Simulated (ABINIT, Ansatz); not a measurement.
# Bismuth (R-3m): zone-centre phonons

Aim: the zone-centre modes of Bismuth (R-3m).

Method: DFT LDA, scalar-relativistic, plane waves, HGH norm-conserving pseudopotentials, in ABINIT 10.8.3.

**Measured values to reproduce.**

For Bi, rhombohedral (rhombohedral powder, earlier literature), “The Crystalline Structure of Thin Bismuth Layers Grown on Silicon (111) Substrates” (2022, pmc:9323643) quotes earlier work: Raman mode (Eg) 69 cm⁻¹ [literature value for powder, quoted for comparison]; Raman mode (A1g) 94.5 cm⁻¹ [literature value for powder, quoted for comparison; the paper's table prints 94].

The database entry behind the starting cell lists a temperature near 78 K, so it need not match the best structure at ambient conditions.

**1. Set-up**

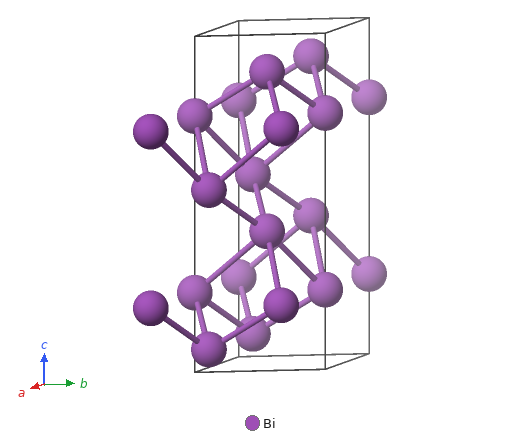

The cell as given, slightly off an axis (bismuth purple). 2×1×1 cells are drawn. This picture shows the conventional cell, with its axes. Some periodic images of atoms are drawn too.

**2. Relaxing the cell and atoms**

The harmonic expansion needs vanishing forces, and a free crystal bears no stress, so cell and atoms are brought to rest. Stress is more sensitive to the basis than forces are: the last 3 Ha under the cutoff are smoothed with ecutsm, and the cutoff is raised above that of the later runs.

The starting cell comes from a relaxation made beforehand in Ansatz (LDA, PseudoDojo NC).

Input file relax.abi:

```
# relaxation
ionmov 2
optcell 2
dilatmx 1.08
ntime 40
tolmxf 1.0d-05
tolvrs 1.0d-14
prtwf 0
prtden 0
chksymtnons 0

# basis, mesh and filling
ecut 26.0
ecutsm 3.0
ixc 7
ngkpt 9 9 9
nshiftk 1
shiftk 0.0 0.0 0.0
istwfk *1
occopt 7
tsmear 0.01
nband 11
nstep 100
diemac 1000000.0
prtebands 0
prtgsr 0
useylm 1

# cell and atoms
acell 3*1.0 Angstrom
rprim 
    2.246519403 1.297028582 3.823696733
    -2.246519403 1.297028582 3.823696733
    0.0 -2.594057164 3.823696733
ntypat 1
znucl 83
natom 2
typat 1 1
xred 
    0.2371881703 0.2371881703 0.2371881703
    0.7628118297 0.7628118297 0.7628118297
pp_dirpath "./pseudo"
pseudos "Bi.hgh"
```

Run with:

```bash
$ OMP_NUM_THREADS=1 mpirun -n 4 abinit relax.abi > relax.log
```

Numbers of over 12 decimals in the logs are rounded to 6 here.

relax.abo, the main output file:

```text
[banners, grids, parts of the stress and lines that vanish by symmetry left out]
- input  file    -> relax.abi
- output file    -> relax.abo
- root for input  files -> relaxi
[...]
Symmetries : space group R-3 m (#166); Bravais hR (rhombohedral)
[...]
mpw =        3627          nfft =       91125          nkpt =          85
[...]
== DATASET  1 ==================================================================
[...]
cutoff_energies: {ecut:  26.0, pawecutdg:  -1.0, }
[...]
Exchange-correlation functional for the present dataset will be:
  LDA: Perdew-Wang 92 LSD fit to Ceperley-Alder data - ixc=7
[...]
ETOT  1  -11.229638488276    -1.123E+01 2.462E-02 4.163E+01
 ETOT  2  -11.241337936632    -1.170E-02 1.985E-03 1.439E+00
 ETOT  3  -11.241480010000    -1.421E-04 9.444E-04 1.111E-02
 ETOT  4  -11.241480771113    -7.611E-07 4.606E-04 1.770E-04
 ETOT  5  -11.241480781028    -9.916E-09 5.532E-04 2.361E-06
[...]
At SCF step   10       vres2   =  4.72E-15 < tolvrs=  1.00E-14 =>converged.
[...]
sigma(1 1)=  1.19921337E-05  sigma(3 2)=  0.00000000E+00
  sigma(2 2)=  1.19921341E-05  sigma(3 1)=  0.00000000E+00
  sigma(3 3)=  3.37111526E-06  sigma(2 1)=  0.00000000E+00
[...]
convergence: {deltae:  3.730E-14, res2:  4.718E-15, residm:  4.060E-05, diffor: null, }
etotal    :  -1.12414808E+01
[...]
ETOT  1  -11.241493415525    -1.124E+01 2.109E-05 4.342E-03
[...]
At SCF step    8       vres2   =  3.67E-15 < tolvrs=  1.00E-14 =>converged.
[...]
sigma(1 1)=  9.84700795E-06  sigma(3 2)=  0.00000000E+00
  sigma(2 2)=  9.84700827E-06  sigma(3 1)=  0.00000000E+00
  sigma(3 3)=  1.15190828E-06  sigma(2 1)=  0.00000000E+00
[...]
convergence: {deltae: -2.309E-14, res2:  3.669E-15, residm:  2.627E-07, diffor: null, }
etotal    :  -1.12414938E+01
[...]
ETOT  1  -11.241517471423    -1.124E+01 3.729E-01 2.538E-01
[...]
At SCF step    9       vres2   =  4.75E-16 < tolvrs=  1.00E-14 =>converged.
[...]
sigma(1 1)= -5.48117137E-06  sigma(3 2)=  0.00000000E+00
  sigma(2 2)= -5.48117104E-06  sigma(3 1)=  0.00000000E+00
  sigma(3 3)= -1.44151716E-05  sigma(2 1)=  0.00000000E+00
[...]
convergence: {deltae: -8.882E-14, res2:  4.749E-16, residm:  4.615E-09, diffor: null, }
etotal    :  -1.12415398E+01
[...]
ETOT  1  -11.241543349146    -1.124E+01 5.539E-08 7.719E-04
[...]
At SCF step    8       vres2   =  8.80E-16 < tolvrs=  1.00E-14 =>converged.
[...]
sigma(1 1)= -4.92289576E-06  sigma(3 2)=  0.00000000E+00
  sigma(2 2)= -4.92289543E-06  sigma(3 1)=  0.00000000E+00
  sigma(3 3)= -1.37925370E-05  sigma(2 1)=  0.00000000E+00
[...]
convergence: {deltae: -1.474E-13, res2:  8.796E-16, residm:  1.471E-09, diffor: null, }
etotal    :  -1.12415434E+01
[...]
ETOT  1  -11.241554361723    -1.124E+01 1.896E-05 2.251E-01
[...]
sigma(1 1)=  3.32334877E-06  sigma(3 2)=  0.00000000E+00
  sigma(2 2)=  3.32334910E-06  sigma(3 1)=  0.00000000E+00
[...]
convergence: {deltae: -3.375E-14, res2:  7.915E-16, residm:  4.406E-07, diffor: null, }
etotal    :  -1.12415737E+01
[...]
ETOT  1  -11.241574399092    -1.124E+01 4.422E-07 1.043E-04
[...]
convergence: {deltae:  1.776E-15, res2:  1.826E-15, residm:  2.612E-08, diffor: null, }
etotal    :  -1.12415744E+01
[...]
ETOT  1  -11.241578153294    -1.124E+01 1.486E-05 1.028E-02
[...]
convergence: {deltae:  6.573E-14, res2:  6.404E-15, residm:  6.621E-08, diffor: null, }
etotal    :  -1.12415791E+01
[...]
ETOT  1  -11.241580605135    -1.124E+01 2.459E-02 4.356E-03
[...]
convergence: {deltae: -4.086E-14, res2:  1.345E-15, residm:  1.319E-08, diffor: null, }
etotal    :  -1.12415810E+01
[...]
ETOT  1  -11.241581471610    -1.124E+01 1.374E-05 9.610E-04
[...]
At SCF step    8       vres2   =  8.11E-16 < tolvrs=  1.00E-14 =>converged.
[...]
sigma(2 2)=  4.33243088E-07  sigma(3 1)=  0.00000000E+00
  sigma(3 3)=  5.19365513E-07  sigma(2 1)=  0.00000000E+00
[...]
convergence: {deltae:  4.441E-14, res2:  8.106E-16, residm:  1.101E-09, diffor: null, }
etotal    :  -1.12415816E+01
[...]
ETOT  1  -11.241581582764    -1.124E+01 2.468E-05 2.381E-05
[...]
ETOT  6  -11.241581584687    -1.599E-14 1.730E-11 1.606E-13
 ETOT  7  -11.241581584687    -5.684E-14 1.733E-11 2.437E-15
 At SCF step    7       vres2   =  2.44E-15 < tolvrs=  1.00E-14 =>converged.
[...]
sigma(1 1)=  2.41577004E-08  sigma(3 2)=  0.00000000E+00
  sigma(2 2)=  2.41580242E-08  sigma(3 1)=  0.00000000E+00
  sigma(3 3)=  7.55013880E-08  sigma(2 1)=  0.00000000E+00
[...]
convergence: {deltae: -5.684E-14, res2:  2.437E-15, residm:  1.733E-11, diffor: null, }
etotal    :  -1.12415816E+01
[...]
At Broyd/MD step  10, gradients are converged :
[...]
sigma(1 1)=  2.41577004E-08  sigma(3 2)=  0.00000000E+00
  sigma(2 2)=  2.41580242E-08  sigma(3 1)=  0.00000000E+00
  sigma(3 3)=  7.55013880E-08  sigma(2 1)=  0.00000000E+00
[...]
- sigma(1 1)=  7.10744083E-04  sigma(3 2)=  0.00000000E+00
- sigma(2 2)=  7.10753610E-04  sigma(3 1)=  0.00000000E+00
- sigma(3 3)=  2.22132753E-03  sigma(2 1)=  0.00000000E+00
[...]
fcart     -4.8842974267E-23  1.9817268809E-21 -3.2933475219E-06
           strten      2.4157700359E-08  2.4158024163E-08  7.5501387977E-08
================================================================================

[key lines of the parts left out:]
pressure_GPa:  -1.2143E-03
Total energy (etotal) [Ha]= -1.12415815846870E+01
```

Elapsed: 5 min, on 4 MPI ranks of Intel Xeon at 2.70GHz, shared host; 20 min of CPU time.

Step by step:

```
step  energy less that of the first step (eV)  largest force (eV/Å)  volume (Å³)
   1                                   0.0000                0.1140        66.85
   2                                  -0.0004                0.1035        66.79
   3                                  -0.0016                0.0212        66.44
   4                                  -0.0017                0.0194        66.47
   5                                  -0.0025                0.0135        67.04
   6                                  -0.0025                0.0116        67.06
   7                                  -0.0027                0.0015        67.14
   8                                  -0.0027                0.0017        67.12
   9                                  -0.0027                0.0010        67.06
  10                                  -0.0027                0.0002        67.04
```

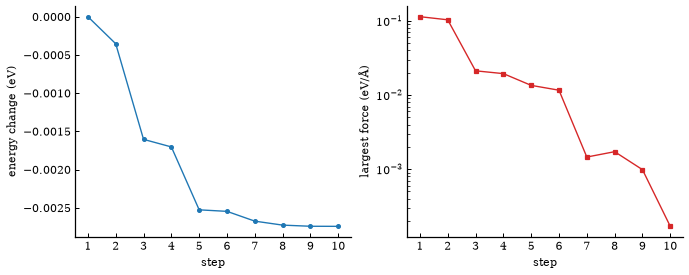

Energy and largest force along the relaxation.

```csv
"conventional cell, symmetrised",before,after,change
a (Å),4.493,4.474,-0.4 %
b (Å),4.493,4.474,-0.4 %
c (Å),11.471,11.602,+1.1 %
volume (Å³/atom),33.42,33.52,+0.3 %
```

The atoms that moved most (Å, as changes of fractional coordinates times the final cell):

```
atom     dx     dy      dz  length
 Bi1  0.000  0.000  -0.020   0.020
 Bi2  0.000  0.000   0.020   0.020
```

Final coordinates:

```xyz
2
Lattice="2.2370 1.2916 3.8674 -2.2370 1.2916 3.8674 0.0000 -2.5831 3.8674" Properties=species:S:1:pos:R:3 pbc="T T T"
Bi    0.0000    0.0000    2.7318
Bi    0.0000    0.0000    8.8704
```

Numbers from this step:

```yaml
volume_per_atom: 33.52 Å³
pressure: -0.001214 GPa
gap_on_the_k_mesh: 0.04245 eV
```

The volume changes by +0.3 % from the cell with which this run began.

**3. Self-consistent run for the response**

The response is built on these wavefunctions, so the potential is converged far more tightly than an energy would need. Occupations are smeared.

Input file gs.abi:

```
# ground state
tolvrs 1.0d-16
prtden 1
prtwf 1

# basis, mesh and filling
ecut 20.0
ixc 7
ngkpt 10 10 10
nshiftk 1
shiftk 0.0 0.0 0.0
istwfk *1
occopt 7
tsmear 0.01
nband 11
nstep 100
diemac 1000000.0
prtebands 0
prtgsr 0
useylm 1

# cell and atoms
acell 3*1.0 Angstrom
rprim 
    2.237037919 1.291554445 3.867402923
    -2.237037919 1.291554445 3.867402923
    0.0 -2.583108889 3.867402923
ntypat 1
znucl 83
natom 2
typat 1 1
xred 
    0.2354580032 0.2354580032 0.2354580032
    0.7645419968 0.7645419968 0.7645419968
pp_dirpath "./pseudo"
pseudos "Bi.hgh"
```

Run with:

```bash
$ OMP_NUM_THREADS=1 mpirun -n 4 abinit gs.abi > gs.log
```

gs.abo, the main output file:

```text
[banners, grids, parts of the stress and lines that vanish by symmetry left out]
- input  file    -> gs.abi
- output file    -> gs.abo
- root for input  files -> gsi
[...]
Symmetries : space group R-3 m (#166); Bravais hR (rhombohedral)
[...]
mpw =        1964          nfft =       46656          nkpt =         116
[...]
== DATASET  1 ==================================================================
[...]
cutoff_energies: {ecut:  20.0, pawecutdg:  -1.0, }
[...]
Exchange-correlation functional for the present dataset will be:
  LDA: Perdew-Wang 92 LSD fit to Ceperley-Alder data - ixc=7
[...]
ETOT  1  -11.230538834292    -1.123E+01 1.718E-02 2.095E+01
 ETOT  2  -11.241233927796    -1.070E-02 1.666E-03 7.005E-01
 ETOT  3  -11.241369717338    -1.358E-04 5.802E-04 5.364E-03
 ETOT  4  -11.241370431467    -7.141E-07 4.089E-04 8.638E-05
 ETOT  5  -11.241370440893    -9.426E-09 3.998E-04 1.712E-06
[...]
ETOT 10  -11.241370441043     2.309E-14 2.699E-05 3.325E-15
 ETOT 11  -11.241370441043     2.132E-14 6.758E-05 4.142E-17
 At SCF step   11       vres2   =  4.14E-17 < tolvrs=  1.00E-16 =>converged.
[...]
sigma(1 1)=  7.86205843E-07  sigma(3 2)= -2.93087138E-13
  sigma(2 2)=  7.86206135E-07  sigma(3 1)=  0.00000000E+00
  sigma(3 3)=  7.74303767E-07  sigma(2 1)=  0.00000000E+00
[...]
convergence: {deltae:  2.132E-14, res2:  4.142E-17, residm:  6.758E-05, diffor: null, }
etotal    :  -1.12413704E+01
[...]
sigma(1 1)=  7.86205843E-07  sigma(3 2)= -2.93087138E-13
  sigma(2 2)=  7.86206135E-07  sigma(3 1)=  0.00000000E+00
  sigma(3 3)=  7.74303767E-07  sigma(2 1)=  0.00000000E+00
[...]
- sigma(1 1)=  2.31309745E-02  sigma(3 2)= -8.62292131E-09
- sigma(2 2)=  2.31309831E-02  sigma(3 1)=  0.00000000E+00
- sigma(3 3)=  2.27808033E-02  sigma(2 1)=  0.00000000E+00
[...]
fcart     -1.4242672509E-20  7.9038709974E-21  1.3076002115E-04
           strten      7.8620584338E-07  7.8620613502E-07  7.7430376699E-07
================================================================================

[key lines of the parts left out:]
pressure_GPa:  -2.3014E-02
```

Elapsed: 21 s, on 4 MPI ranks; 82 s of CPU time.

This step gave:

| Item | Value |
| --- | --- |
| pressure | -0.02301 GPa |
| gap on the k-mesh | 0 eV |

The cell stands at -0.023 GPa, close enough for phonons.

(Part 1 of 2 ends here.)

[Host names and launcher messages were left out of these logs when they were recorded.]

[Logs are printed without paths, hosts, clocks, repeated set-up lines and the standing remarks that a program may print on its own settings, such as how far it seeks lower states.]

[Hosts, paths, dates, database ids (printed as entryN), source tags and the programs' standing remarks are cut or masked in the printed files.]
